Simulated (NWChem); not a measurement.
**CH3NSi (Si(CN)H3) at 5 levels**

Aim: a comparison of 5 runs (HF/STO-3G, HF/6-31G*, B3LYP/6-31G*, PBE0/6-31G**, PBE0/def2-SVP) of CH3NSi (Si(CN)H3). 

The calculation is run with NWChem 7.3.0.

## (1) Starting point

The species is CH3NSi (6 atoms), meant as a singlet with charge 0. As SMILES, `[H][Si]([H])([H])C#N`. The coordinates come from a GFN2-xTB relaxation.

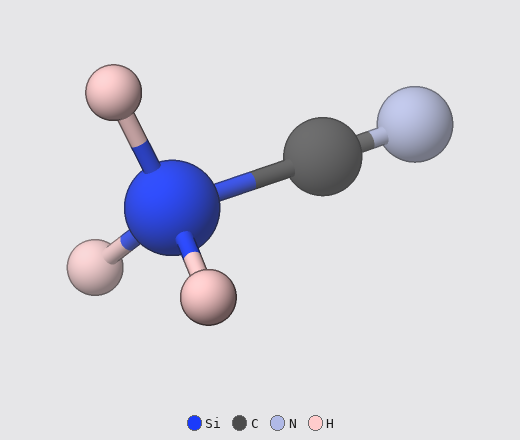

Viewed from a chosen angle; silicon blue, carbon dark grey, nitrogen light blue, hydrogen pink.

## (2) Energy and gradient at HF/STO-3G (run 1)

The input, job.nw:

```
echo
start job
memory stack 880 mb heap 220 mb global 1100 mb

geometry units angstroms noautosym nocenter noautoz
  Si    -0.005910     0.005310    -0.607820
  C      0.007280    -0.009780     1.257730
  N      0.023780    -0.021100     2.402800
  H      1.395010     0.016460    -1.024950
  H     -0.715770     1.218710    -1.003950
  H     -0.704390    -1.209600    -1.023800
end

basis spherical bse
  * library STO-3G
end

scf
  thresh 1e-08
  maxiter 80
end

task scf gradient
```

Run with:

```sh
nwchem job.nw > job.out
```

Log:

```text
[...]
  functions       =    22
[...]
  wavefunction    = RHF
[...]
         Total SCF energy =   -378.485860735887
      One-electron energy =   -688.402197972602
      Two-electron energy =    227.028493243077
 Nuclear repulsion energy =     82.887843993638
        Time for solution =      0.4s
[...]
                         RHF ENERGY GRADIENTS
    atom               coordinates                        gradient
                 x          y          z           x          y          z
   1 Si     -0.011168   0.010034  -1.148613   -0.000150   0.000466  -0.008106
   2 C       0.013757  -0.018482   2.376765    0.000209  -0.000320   0.048636
   3 N       0.044938  -0.039873   4.540634   -0.000185   0.000240  -0.031486
   4 H       2.636187   0.031105  -1.936875    0.021861   0.000198  -0.003103
   5 H      -1.352609   2.303028  -1.897190   -0.010778   0.018348  -0.002731
   6 H      -1.331104  -2.285813  -1.934701   -0.010957  -0.018932  -0.003211
[...]
```

It took 1.1 s on 1 thread of Intel Xeon 6975P-C (Granite Rapids), shared host; peak memory 0.099 GiB.

## (3) Energy and forces at HF/6-31G(d) (spherical functions) (run 2)

The input, job.nw:

```
start job
title "CH3NSi hf"
memory total 2200 mb
geometry units angstroms noautosym nocenter noautoz
   Si      -0.005910       0.005310      -0.607820
   C        0.007280      -0.009780       1.257730
   N        0.023780      -0.021100       2.402800
   H        1.395010       0.016460      -1.024950
   H       -0.715770       1.218710      -1.003950
   H       -0.704390      -1.209600      -1.023800
end
basis "ao basis" spherical bse
   * library 6-31G*
end
scf
   thresh 1e-08
   maxiter 80
end
task scf gradient
```

Run with:

```sh
nwchem job.nw > job.out
```

Log:

```text
[...]
  functions       =    52
[...]
  wavefunction    = RHF
[...]
         Total SCF energy =   -382.972440262795
      One-electron energy =   -691.977113964636
      Two-electron energy =    226.116829708202
 Nuclear repulsion energy =     82.887843993638
        Time for solution =      3.1s
[...]
                         RHF ENERGY GRADIENTS
    atom               coordinates                        gradient
                 x          y          z           x          y          z
   1 Si     -0.011168   0.010034  -1.148613   -0.000156   0.000397  -0.006654
   2 C       0.013757  -0.018482   2.376765   -0.000566   0.000316  -0.022379
   3 N       0.044938  -0.039873   4.540634    0.000497  -0.000260   0.020997
   4 H       2.636187   0.031105  -1.936875   -0.001163   0.000018   0.002705
   5 H      -1.352609   2.303028  -1.897190    0.000854  -0.001509   0.002731
   6 H      -1.331104  -2.285813  -1.934701    0.000535   0.001036   0.002600
[...]
```

It took 5.4 s on 1 thread of Intel Xeon 6975P-C (Granite Rapids), shared host; peak memory 0.096 GiB.

Runs 3 to 4 aren't shown in full; the table further down has their settings and results.

## (4) Energy and forces at PBE0/def2-SVP (run 5)

The input, mol.nw:

```
start mol
memory 2200 mb
charge 0
geometry noautosym nocenter noautoz
  Si    -0.005910     0.005310    -0.607820
  C      0.007280    -0.009780     1.257730
  N      0.023780    -0.021100     2.402800
  H      1.395010     0.016460    -1.024950
  H     -0.715770     1.218710    -1.003950
  H     -0.704390    -1.209600    -1.023800
end
basis spherical bse
  * library def2-SVP
end
dft
  xc pbe0
  grid xfine
  convergence energy 1e-08
  iterations 100
  mulliken
end
task dft gradient
```

Run with:

```sh
nwchem mol.nw > mol.out
```

Log:

```text
[...]
          Wavefunction type:  closed shell.
          No. of atoms     :     6
          No. of electrons :    30
[...]
          Charge           :     0
          Spin multiplicity:     1
[...]
          AO basis - number of functions:    61
[...]
              XC Information
              --------------
                         PBE0 Method XC Functional
                     Hartree-Fock (Exact) Exchange  0.250
          PerdewBurkeErnzerhof Exchange Functional  0.750
            Perdew 1991 LDA Correlation Functional  1.000 local
           PerdewBurkeErnz. Correlation Functional  1.000 non-local
[...]
 d= 0,ls=0.0,diis     1   -383.6562846321 -4.67D+02  1.75D-02  4.67D-01     1.0
[...]
 d= 0,ls=0.0,diis    10   -383.7271053108 -8.53D-10  1.21D-07  5.06D-11     9.3
         Total DFT energy =     -383.727105310819
      One electron energy =     -692.122739687797
           Coulomb energy =      259.550366172050
    Exchange-Corr. energy =      -34.042575788711
 Nuclear repulsion energy =       82.887843993638
[...]
  wavefunction    = closed shell
                         DFT ENERGY GRADIENTS
    atom               coordinates                        gradient
                 x          y          z           x          y          z
   1 Si     -0.011168   0.010034  -1.148613   -0.000203   0.000461  -0.014737
   2 C       0.013757  -0.018482   2.376765    0.000313  -0.000285   0.037543
   3 N       0.044938  -0.039873   4.540634   -0.000362   0.000318  -0.036649
   4 H       2.636187   0.031105  -1.936875   -0.008697  -0.000046   0.004671
   5 H      -1.352609   2.303028  -1.897190    0.004657  -0.008006   0.004596
   6 H      -1.331104  -2.285813  -1.934701    0.004292   0.007559   0.004575
[...]
```

Run time: 12 s. Hardware: 1 thread of Intel Xeon 6975P-C (Granite Rapids), shared host; peak memory 0.13 GiB.

## (5) Overview of the runs

```csv
run,level,iteration cap,module,energy (Eh),dipole moment (D),HOMO energy (eV),LUMO energy (eV),wall time
1,HF/STO-3G,80,scf,-378.485861,3.63,-10.82,9.91,1.1 s
2,HF/6-31G* (spherical functions),80,scf,-382.972440,3.84,-12.78,3.41,5.4 s
3,B3LYP/6-31G* (spherical functions),100,dft,-384.130829,3.54,-9.32,-0.20,13 s
4,PBE0/6-31G** (spherical functions),100,dft,-383.872926,3.58,-9.63,-0.02,14 s
5,PBE0/def2-SVP,100,dft,-383.727105,3.52,-9.80,-0.24,12 s
```

## (6) Results

| quantity | value |
| --- | --- |
| run 5: total energy | -383.72711 Eh |
| run 5: dipole moment | 3.52 D |
| run 5: HOMO energy | -9.80 eV |
| run 5: LUMO energy | -0.24 eV |
| run 5: HOMO–LUMO gap | 9.56 eV |
| run 5: largest force on an atom | 1.931 eV/Å |

What this shows: The dipole moment (its size) runs from 3.52 D (PBE0/def2-SVP) to 3.84 D (HF/6-31G*). The two ends differ in method and basis. The HOMO–LUMO gap runs from 9.12 eV (B3LYP/6-31G*) to 20.73 eV (HF/STO-3G). Totals of different functionals can't be ranked against each other. In run 1 the basis is minimal, so the values are rough. All runs together took 45 s, the longest 14 s.
